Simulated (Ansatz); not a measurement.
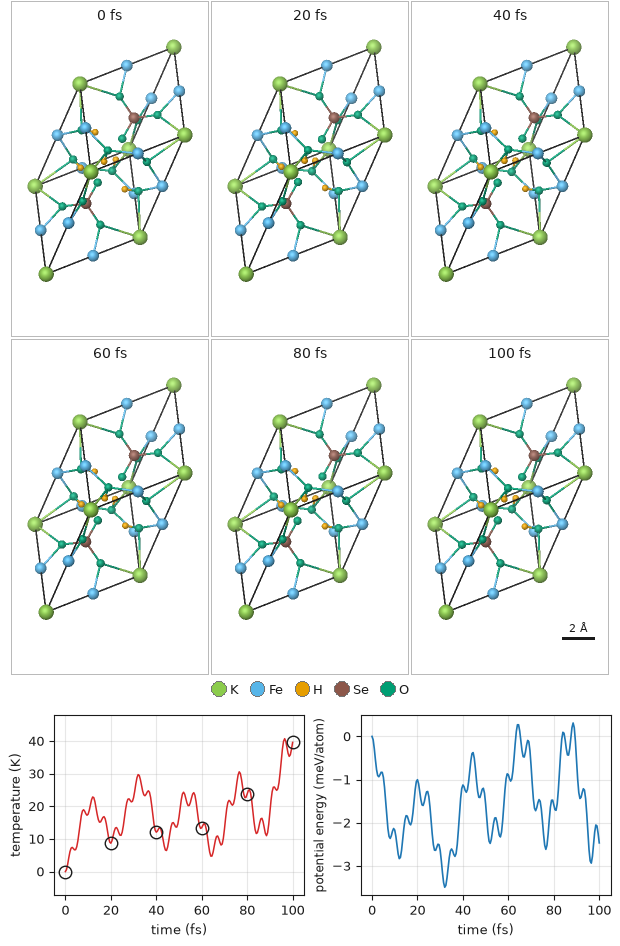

First-principles dynamics of a 26-atom cell of KFe₃H₆Se₂O₁₄ (set up in R-3m), 100 fs long. Frames and the history of the run. A ball-and-stick model of the reduced simulation cell, seen from a free direction. Bonds to atoms that aren't drawn are left out. Lengths and directions refer to the drawn axes.

These are results of DFT PBEsol, scalar-relativistic, plane waves, PAW (Ansatz 0.2.0), not measurements. Settings: plane-wave cutoff 420 eV; k-point mesh 2 × 2 × 2; Fermi-Dirac smearing 0.05 eV; spin collinear; low-accuracy preset; Nosé-Hoover thermostat (NVT); set temperature 1950 K; time step 0.5 fs; atoms at rest at the start; thermostat time 100.0 fs.

> What do the frames and curves show?

Over the second half the temperature averages 20 K (spread ±9 K). That is still far from the set 1950 K: the thermostat hasn't settled it within this run. The potential energy in the second half lies on average 1.3 meV per atom below the first frame. In the second half of the run the atoms are, in the root-mean-square, this far from where they began (common drift taken out): H 0.08 Å, O 0.05 Å, Se 0.03 Å, Fe 0.00 Å, K 0.00 Å. The run lasts only 100 fs, too short to tell vibration from diffusion. The conserved quantity stays between −0.019 and 0.0088 meV per atom of its start. A straight-line fit has a slope that amounts to +0.0067 meV per atom over 100 fs (0.3 % of the mean kinetic energy), its mean offset in the second half is 0.3 %, and the ripple about the line is 0.7 % of the kinetic energy's fluctuation. With a drift under 2 % and a ripple under 7 %, the integration is accurate. The atoms start at rest, so the thermostat has only the motion that the forces set off to work on.

Limits of the set-up: the k-point mesh is coarse for a cell with partly filled bands; the program's low-accuracy preset was used.

Cost: 34 min on 4 threads of Arm Neoverse V1 (shared host), peak memory 1.3 GiB.
